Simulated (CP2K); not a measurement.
# CuOH (SMILES [OH][Cu]): levels of theory compared

We compute a comparison of 4 runs (PBE0/def2-SVP, TPSSh/def2-SVP, BLYP/def2-TZVP, BP86/pcseg-2) of CuOH. 

The results are computed with CP2K 2026.2.

10 further runs of the same task are left out: 10 that didn't finish.

**1. Starting point**

CuOH has 3 atoms, charge 0, and is taken as a singlet. SMILES: `[OH][Cu]`. Geometry: a GFN2-xTB relaxation, a rough one for these elements and not checked as a minimum.

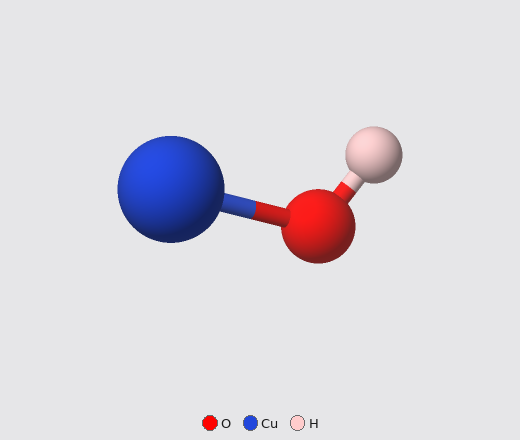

The structure, seen from a chosen angle (oxygen red, copper blue, hydrogen pink).

**2. Energy and gradient at PBE0/def2-SVP (run 1)**

molecule.xyz reads:

```xyz
3

O     -0.308050    -0.387300    -0.218170
Cu     1.156420     0.013310     0.636910
H     -0.848370     0.373990    -0.418740
```

molecule.inp reads:

```
&global
   project_name molecule
   run_type ENERGY_FORCE
   print_level MEDIUM
&end global

&force_eval
   method Quickstep
   &dft
      basis_set_file_name ./def2_svp.basis
      potential_file_name POTENTIAL
      charge 0
      multiplicity 1
      &qs
         method GAPW
         eps_default 1.0E-10
      &end qs
      &mgrid
         cutoff 280
         rel_cutoff 50
         ngrids 4
      &end mgrid
      &poisson
         periodic NONE
         poisson_solver MULTIPOLE
      &end poisson
      &scf
         scf_guess ATOMIC
         eps_scf 1.0E-07
         max_scf 100
         added_mos 5
         &diagonalization
            algorithm STANDARD
         &end diagonalization
         &mixing
            method DIRECT_P_MIXING
            alpha 0.4
         &end mixing
      &end scf
      &xc
         &xc_functional
            &hyb_gga_xc_pbeh
            &end hyb_gga_xc_pbeh
         &end xc_functional
         &hf
            fraction 0.25
            &screening
               eps_schwarz 1.0E-10
               screen_on_initial_p F
            &end screening
            &interaction_potential
               potential_type COULOMB
            &end interaction_potential
            &memory
               max_memory 1050
            &end memory
         &end hf
      &end xc
      &print
         &moments
            periodic F
            reference COM
            max_moment 1
         &end moments
         &mo ON
            energies T
            occupation_numbers T
            ndigits 6
            &each
               qs_scf 0
            &end each
            add_last NUMERIC
         &end mo
         &lowdin ON
         &end lowdin
         &hirshfeld OFF
         &end hirshfeld
         &mo_molden ON
            ndigits 8
         &end mo_molden
      &end print
   &end dft
   &subsys
      &cell
         abc [angstrom] 9 7.8 8.1
         periodic NONE
      &end cell
      &topology
         coord_file_name molecule.xyz
         coord_file_format XYZ
         &center_coordinates
         &end center_coordinates
      &end topology
      &kind O
         basis_set def2-SVP
         potential ALL
         lebedev_grid 194
         radial_grid 100
      &end kind
      &kind Cu
         basis_set def2-SVP
         potential ALL
         lebedev_grid 194
         radial_grid 100
      &end kind
      &kind H
         basis_set def2-SVP
         potential ALL
         lebedev_grid 194
         radial_grid 100
      &end kind
   &end subsys
   &print
      &forces ON
      &end forces
   &end print
&end force_eval
```

Started as:

```sh
$ OMP_NUM_THREADS=1 cp2k.psmp molecule.inp > molecule.out
```

Log:

```text
CP2K| version string:                                       CP2K version 2026.2
[...]
 GLOBAL| Method name                                                        CP2K
[...]
 GLOBAL| Run type                                                   ENERGY_FORCE
[...]
 DFT| Spin restricted Kohn-Sham (RKS) calculation                            RKS
 DFT| Multiplicity                                                             1
[...]
 DFT| Charge                                                                   0
[...]
 FUNCTIONAL| HYB_GGA_XC_PBEH:
[...]
 QS| Method:                                                                GAPW
[...]
 QS| Density cutoff [a.u.]:                                                140.0
[...]
 QS| Relative density cutoff [a.u.]:                                        25.0
[...]
                             - Atoms:                                          3
[...]
                             - Spherical basis functions:                     50
[...]
 Number of electrons:                                                         38
[...]
     1 P_Mix/Diag. 0.40E+00    3.6     0.53136017     -1715.7134695612 -1.72E+03
[...]
    18 DIIS/Diag.  0.12E-06    0.8     0.00000007     -1715.6893910495 -2.27E-13
  *** SCF run converged in    18 steps ***
[...]
  Overlap energy of the core charge distribution:               0.00000134162832
  Self energy of the core charge distribution:               -521.94648075623138
  Core Hamiltonian energy:                                  -1305.62574822721103
  Hartree energy:                                             144.37816897476898
  Exchange-correlation energy:                                -13.92166656387213
  Hartree-Fock Exchange energy:                               -18.55631788798000
[...]
  Dipole moment [Debye]
    X=  0.2789478E+01 Y=  0.1868188E+01 Z=  0.1782447E+01  Total=      3.8011091
  Decoupling Energy:                                               0.0013473780
 ENERGY| Total FORCE_EVAL ( QS ) energy [hartree]          -1715.689391049547794
 FORCES| Atomic forces [hartree/bohr]
 FORCES|   Atom     x               y               z               |f|
 FORCES|      1 -3.52680586E-03 -1.24912660E-02 -3.20950639E-03   1.33705280E-02
 FORCES|      2  6.62927928E-03  2.05196939E-03  7.08988819E-03   9.92090906E-03
 FORCES|      3 -2.97652013E-03  9.06991869E-03 -6.08667026E-04   9.56522726E-03
 FORCES| Sum     1.25953288E-04 -1.36937797E-03  3.27171477E-03
 FORCES| Total atomic force                                       3.54896855E-03
[...]
```

Wall time 26 s (1 thread of Arm Neoverse V1, shared host); peak memory 0.43 GiB.

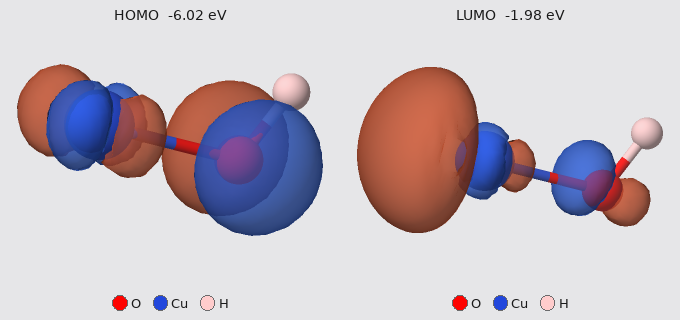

Frontier orbitals of this run, surfaces at ±0.2 Å^-3/2.

**3. Energy and forces at TPSSh/def2-SVP (run 2)**

calc.inp reads:

```
&GLOBAL
   PROJECT calc
   RUN_TYPE ENERGY_FORCE
   PRINT_LEVEL MEDIUM
&END GLOBAL

&FORCE_EVAL
   METHOD QUICKSTEP
   &DFT
      BASIS_SET_FILE_NAME ./def2_svp.basis
      POTENTIAL_FILE_NAME POTENTIAL
      &QS
         METHOD GAPW
         EPS_DEFAULT 1.0E-10
      &END QS
      &MGRID
         CUTOFF 280
         REL_CUTOFF 50
         NGRIDS 4
      &END MGRID
      &POISSON
         PERIODIC NONE
         POISSON_SOLVER MULTIPOLE
      &END POISSON
      &SCF
         SCF_GUESS ATOMIC
         EPS_SCF 1.0E-06
         MAX_SCF 50
         &OT
            MINIMIZER CG
            PRECONDITIONER FULL_ALL
         &END OT
         &OUTER_SCF
            EPS_SCF 1.0E-06
            MAX_SCF 5
         &END OUTER_SCF
      &END SCF
      &XC
         &XC_FUNCTIONAL
            &HYB_MGGA_XC_TPSSH
            &END HYB_MGGA_XC_TPSSH
         &END XC_FUNCTIONAL
         &HF
            FRACTION 0.1
            &SCREENING
               EPS_SCHWARZ 1.0E-10
            &END SCREENING
            &MEMORY
               MAX_MEMORY 1050
            &END MEMORY
         &END HF
      &END XC
      &PRINT
         &MOMENTS
            PERIODIC F
            REFERENCE COM
            MAX_MOMENT 1
         &END MOMENTS
         &MO_CUBES
            NLUMO 1
            NHOMO -1
            WRITE_CUBE F
         &END MO_CUBES
         &LOWDIN ON
         &END LOWDIN
         &HIRSHFELD OFF
         &END HIRSHFELD
      &END PRINT
   &END DFT
   &SUBSYS
      &CELL
         ABC 9 7.8 8.1
         PERIODIC NONE
      &END CELL
      &COORD
         UNIT bohr
         O     -0.5821301    -0.7318909    -0.4122815
         Cu     2.1853171     0.0251523     1.2035855
         H     -1.6031870     0.7067387    -0.7913039
      &END COORD
      &TOPOLOGY
         &CENTER_COORDINATES
         &END CENTER_COORDINATES
      &END TOPOLOGY
      &KIND O
         BASIS_SET def2-SVP
         POTENTIAL ALL
         LEBEDEV_GRID 194
         RADIAL_GRID 100
      &END KIND
      &KIND Cu
         BASIS_SET def2-SVP
         POTENTIAL ALL
         LEBEDEV_GRID 194
         RADIAL_GRID 100
      &END KIND
      &KIND H
         BASIS_SET def2-SVP
         POTENTIAL ALL
         LEBEDEV_GRID 194
         RADIAL_GRID 100
      &END KIND
   &END SUBSYS
   &PRINT
      &FORCES ON
      &END FORCES
   &END PRINT
&END FORCE_EVAL
```

Started as:

```sh
$ OMP_NUM_THREADS=1 cp2k.psmp calc.inp > calc.out
```

Log:

```text
CP2K| version string:                                       CP2K version 2026.2
[...]
 GLOBAL| Method name                                                        CP2K
[...]
 GLOBAL| Run type                                                   ENERGY_FORCE
[...]
 DFT| Spin restricted Kohn-Sham (RKS) calculation                            RKS
 DFT| Multiplicity                                                             1
[...]
 DFT| Charge                                                                   0
[...]
 FUNCTIONAL| HYB_MGGA_XC_TPSSH:
[...]
 QS| Method:                                                                GAPW
[...]
 QS| Density cutoff [a.u.]:                                                140.0
[...]
 QS| Relative density cutoff [a.u.]:                                        25.0
[...]
                             - Atoms:                                          3
[...]
                             - Spherical basis functions:                     50
[...]
 Number of electrons:                                                         38
[...]
     1 OT CG       0.15E+00    4.3     0.91787875     -1667.7130961723 -1.67E+03
[...]
    21 OT CG       0.92E-01    1.6     0.00000045     -1716.0179821785 -4.88E-10
  *** SCF run converged in    21 steps ***
[...]
  Overlap energy of the core charge distribution:               0.00000134162869
  Self energy of the core charge distribution:               -521.94648075623138
  Core Hamiltonian energy:                                  -1305.54549763935893
  Hartree energy:                                             144.60454306898006
  Exchange-correlation energy:                                -16.40185008822694
  Hartree-Fock Exchange energy:                                -7.41724421409267
[...]
  Dipole moment [Debye]
    X=  0.2549225E+01 Y=  0.1760031E+01 Z=  0.1637389E+01  Total=      3.5038983
[...]
 HOMO - LUMO gap [eV] :    2.708024
[...]
 ENERGY| Total FORCE_EVAL ( QS ) energy [hartree]          -1716.017982178658485
 FORCES| Atomic forces [hartree/bohr]
 FORCES|   Atom     x               y               z               |f|
 FORCES|      1  1.35160796E-03 -1.84188835E-02 -1.95882219E-03   1.85719976E-02
 FORCES|      2  6.35205248E-03 -1.83663125E-04  8.56762129E-03   1.06670726E-02
 FORCES|      3 -6.15670595E-03  1.48371415E-02 -1.62917092E-03   1.61462068E-02
 FORCES| Sum     1.54695450E-03 -3.76540513E-03  4.97962819E-03
 FORCES| Total atomic force                                       6.43179920E-03
[...]
```

Run time: 3.2 min. Hardware: 1 thread of Arm Neoverse V1, shared host; peak memory 0.46 GiB.

Run 3 isn't shown in full; the table further down has it.

**4. Energy and gradient at BP86/pcseg-2 (run 4)**

molecule.xyz is that of step 2.

run.inp reads:

```
&FORCE_EVAL
    METHOD Quickstep
    &DFT
        BASIS_SET_FILE_NAME ./pcseg_2.basis
        POTENTIAL_FILE_NAME POTENTIAL
        &QS
            METHOD GAPW
            EPS_DEFAULT 1.0E-10
        &END QS
        &MGRID
            CUTOFF 280
            REL_CUTOFF 50
            NGRIDS 4
        &END MGRID
        &POISSON
            PERIODIC NONE
            POISSON_SOLVER MULTIPOLE
        &END POISSON
        &SCF
            SCF_GUESS ATOMIC
            EPS_SCF 1.0E-06
            MAX_SCF 40
            &OT
                MINIMIZER DIIS
                PRECONDITIONER FULL_ALL
            &END OT
            &OUTER_SCF
                EPS_SCF 1.0E-06
                MAX_SCF 5
            &END OUTER_SCF
        &END SCF
        &XC
            &XC_FUNCTIONAL
                &GGA_X_B88
                &END GGA_X_B88
                &GGA_C_P86
                &END GGA_C_P86
            &END XC_FUNCTIONAL
        &END XC
        &PRINT
            &MOMENTS
                PERIODIC F
                REFERENCE COM
                MAX_MOMENT 1
            &END MOMENTS
            &MO_CUBES
                NLUMO 5
                NHOMO -1
                WRITE_CUBE F
            &END MO_CUBES
            &LOWDIN ON
            &END LOWDIN
            &HIRSHFELD OFF
            &END HIRSHFELD
            &MO_MOLDEN ON
                NDIGITS 8
                NLUMO 5
            &END MO_MOLDEN
        &END PRINT
    &END DFT
    &SUBSYS
        &CELL
            ABC 9 7.8 8.1
            PERIODIC NONE
        &END CELL
        &TOPOLOGY
            COORD_FILE_NAME molecule.xyz
            COORD_FILE_FORMAT XYZ
            &CENTER_COORDINATES
            &END CENTER_COORDINATES
        &END TOPOLOGY
        &KIND O
            BASIS_SET pcseg-2
            POTENTIAL ALL
            LEBEDEV_GRID 194
            RADIAL_GRID 100
        &END KIND
        &KIND Cu
            BASIS_SET pcseg-2
            POTENTIAL ALL
            LEBEDEV_GRID 194
            RADIAL_GRID 100
        &END KIND
        &KIND H
            BASIS_SET pcseg-2
            POTENTIAL ALL
            LEBEDEV_GRID 194
            RADIAL_GRID 100
        &END KIND
    &END SUBSYS
    &PRINT
        &FORCES ON
        &END FORCES
    &END PRINT
&END FORCE_EVAL
&GLOBAL
    PROJECT run
    RUN_TYPE ENERGY_FORCE
    PRINT_LEVEL MEDIUM
&END GLOBAL
```

Started as:

```sh
$ OMP_NUM_THREADS=1 cp2k.psmp -i run.inp -o run.out
```

Log:

```text
CP2K| version string:                                       CP2K version 2026.2
[...]
 GLOBAL| Method name                                                        CP2K
[...]
 GLOBAL| Run type                                                   ENERGY_FORCE
[...]
 DFT| Spin restricted Kohn-Sham (RKS) calculation                            RKS
 DFT| Multiplicity                                                             1
[...]
 DFT| Charge                                                                   0
[...]
 FUNCTIONAL| GGA_X_B88:
[...]
 FUNCTIONAL| GGA_C_P86:
[...]
 QS| Method:                                                                GAPW
[...]
 QS| Density cutoff [a.u.]:                                                140.0
[...]
 QS| Relative density cutoff [a.u.]:                                        25.0
[...]
                             - Atoms:                                          3
[...]
                             - Spherical basis functions:                    100
[...]
 Number of electrons:                                                         38
[...]
     1 OT DIIS     0.15E+00    0.9     0.40789330     -1690.0287667872 -1.69E+03
[...]
    12 OT DIIS     0.15E+00    0.9     0.00000089     -1716.6803255630 -9.36E-09
  *** SCF run converged in    12 steps ***
[...]
  Overlap energy of the core charge distribution:               0.00000134162832
  Self energy of the core charge distribution:               -521.94648075623138
  Core Hamiltonian energy:                                  -1307.06835293246672
  Hartree energy:                                             142.46097619827472
  Exchange-correlation energy:                                -17.86059389294371
[...]
 WARNING : did not converge in ot_eigensolver
 number of iterations          299  exceeded maximum
 current gradient / target gradient   1.1329063292808636E-003  /    1.0000000000000001E-005
[...]
  Dipole moment [Debye]
    X=  0.2313981E+01 Y=  0.1684576E+01 Z=  0.1501283E+01  Total=      3.2320510
[...]
 HOMO - LUMO gap [eV] :    1.802466
[...]
 ENERGY| Total FORCE_EVAL ( QS ) energy [hartree]          -1716.680325567948330
 FORCES| Atomic forces [hartree/bohr]
 FORCES|   Atom     x               y               z               |f|
 FORCES|      1 -2.11677649E-03 -1.98912723E-02 -3.84317568E-03   2.03694246E-02
 FORCES|      2  9.58790199E-03  4.06310290E-03  8.42543291E-03   1.33949464E-02
 FORCES|      3 -7.21441904E-03  1.55726249E-02 -2.14696174E-03   1.72963561E-02
 FORCES| Sum     2.56706459E-04 -2.55544485E-04  2.43529549E-03
 FORCES| Total atomic force                                       2.46208556E-03
[...]
```

Run time: 52 s. Hardware: 1 thread of Arm Neoverse V1, shared host; peak memory 0.45 GiB.

**5. The series**

| run | level | SCF convergence threshold | iteration cap | energy (Eh) | dipole moment (D) | HOMO energy (eV) | LUMO energy (eV) | wall time |
| --- | --- | --- | --- | --- | --- | --- | --- | --- |
| 1 | PBE0/def2-SVP | 1e-07 | 100 | -1715.689391 | 3.80 | -6.02 | -1.98 | 26 s |
| 2 | TPSSh/def2-SVP | 1e-06 | 50 | -1716.017982 | 3.50 | -5.05 | -2.35 | 3.2 min |
| 3 | BLYP/def2-TZVP | 1e-06 | 50 | -1716.457670 | 3.09 | -5.04 | -3.47 | 45 s |
| 4 | BP86/pcseg-2 | 1e-06 | 40 | -1716.680326 | 3.23 | -5.19 | -3.39 | 52 s |

**6. Outcome**

| quantity | value |
| --- | --- |
| run 4: total energy | -1716.68033 Eh |
| run 4: dipole moment | 3.23 D |
| run 4: HOMO energy | -5.19 eV |
| run 4: LUMO energy | -3.39 eV |
| run 4: HOMO–LUMO gap | 1.80 eV |
| run 4: largest force on an atom | 1.047 eV/Å |

**Reading.** The dipole moment (its size) runs from 3.09 D (BLYP/def2-TZVP) to 3.80 D (PBE0/def2-SVP). The two ends differ in method and basis. The HOMO–LUMO gap runs from 1.57 eV (BLYP/def2-TZVP) to 4.04 eV (PBE0/def2-SVP). Totals of different functionals can't be ranked against each other. All runs together took 5.3 min, the longest 3.2 min.
